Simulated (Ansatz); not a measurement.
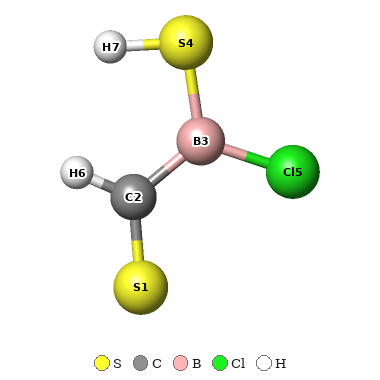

The system is CH2BClS2, SMILES S=CB(S)Cl; the picture shows the reference structure. 
- The first coordinate is: dihedral C2–B3–S4–H7; the second: dihedral S1–C2–B3–S4.
- Nothing is relaxed (all other coordinates rigid).
- The grid has 12 × 12 points.
- Points are written as (first, second).
- Energies: eV, counted from the lowest grid point.
- Method: Ansatz 0.2.0, RKS PBE-D4/def2-SVP.

Its coordinates:

```xyz
7

S    -1.8157    1.5762    0.5677
C    -0.6622    0.4159    0.5658
B     0.2479    0.0544   -0.6683
S     1.4733   -1.2616   -0.5551
Cl    0.1119    0.9069   -2.1999
H    -0.5000   -0.1709    1.5005
H     1.2060   -1.5888    0.7437
```

Range: dihedral C2–B3–S4–H7 from −180 to 150°; dihedral S1–C2–B3–S4 from −180 to 150°.

Question: What will the energy surface look like?

Answer: The lowest grid point is at (0°, 0°). Higher local minima lie near (−180°, 0°) (0.13 eV above the lowest at that grid point); (0°, −180°) (0.14 eV above the lowest at that grid point); (−180°, −180°) (0.16 eV above the lowest at that grid point). The highest grid point, (90°, 0°), lies 0.88 eV above the lowest. On the interpolated surface the easiest way out of the lowest well to the well at (0°, −180°) passes a barrier of about 0.19 eV. Round the minimum the valley is somewhat tilted: raising dihedral C2–B3–S4–H7 shifts the best value of dihedral S1–C2–B3–S4 downwards (coupling k₁₂/√(k₁₁k₂₂) about 0.3).

| dihedral S1–C2–B3–S4 ↓, dihedral C2–B3–S4–H7 → | −180 | −150 | −120 | −90 | −60 | −30 | 0 | 30 | 60 | 90 | 120 | 150 |
| --- | --- | --- | --- | --- | --- | --- | --- | --- | --- | --- | --- | --- |
| 150 | 0.18 | 0.30 | 0.61 | 0.84 | 0.67 | 0.32 | 0.16 | 0.28 | 0.62 | 0.87 | 0.69 | 0.34 |
| 120 | 0.22 | 0.33 | 0.62 | 0.81 | 0.65 | 0.33 | 0.18 | 0.30 | 0.62 | 0.84 | 0.69 | 0.37 |
| 90 | 0.22 | 0.36 | 0.66 | 0.82 | 0.61 | 0.30 | 0.19 | 0.33 | 0.64 | 0.84 | 0.66 | 0.35 |
| 60 | 0.19 | 0.34 | 0.68 | 0.85 | 0.58 | 0.23 | 0.14 | 0.32 | 0.66 | 0.85 | 0.64 | 0.32 |
| 30 | 0.15 | 0.31 | 0.66 | 0.87 | 0.60 | 0.17 | 0.06 | 0.28 | 0.65 | 0.87 | 0.63 | 0.29 |
| 0 | 0.13 | 0.29 | 0.65 | 0.88 | 0.63 | 0.22 | 0.00 | 0.22 | 0.63 | 0.88 | 0.65 | 0.29 |
| −30 | 0.15 | 0.29 | 0.63 | 0.87 | 0.65 | 0.28 | 0.06 | 0.18 | 0.60 | 0.87 | 0.66 | 0.31 |
| −60 | 0.19 | 0.32 | 0.64 | 0.85 | 0.66 | 0.32 | 0.14 | 0.23 | 0.58 | 0.85 | 0.68 | 0.34 |
| −90 | 0.22 | 0.36 | 0.66 | 0.84 | 0.64 | 0.33 | 0.19 | 0.30 | 0.61 | 0.82 | 0.66 | 0.36 |
| −120 | 0.22 | 0.37 | 0.69 | 0.84 | 0.61 | 0.30 | 0.18 | 0.33 | 0.65 | 0.81 | 0.62 | 0.33 |
| −150 | 0.18 | 0.34 | 0.69 | 0.86 | 0.61 | 0.28 | 0.16 | 0.32 | 0.67 | 0.84 | 0.61 | 0.30 |
| −180 | 0.16 | 0.30 | 0.65 | 0.88 | 0.64 | 0.29 | 0.14 | 0.29 | 0.65 | 0.88 | 0.64 | 0.30 |

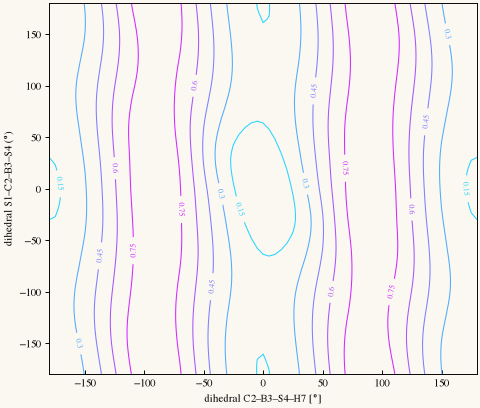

Drawn: contour lines labelled in eV. Between grid points the surface is interpolated.

Each point was launched as `ansatz run input.yaml --threads 1 --pin off --max-ram 2560MiB --backend cpu --events-out ev --progress --plain --runs-dir out`. Time for the 144 points that were run: 9.4 min on 1 thread of Arm Neoverse V2, with other jobs on the host.
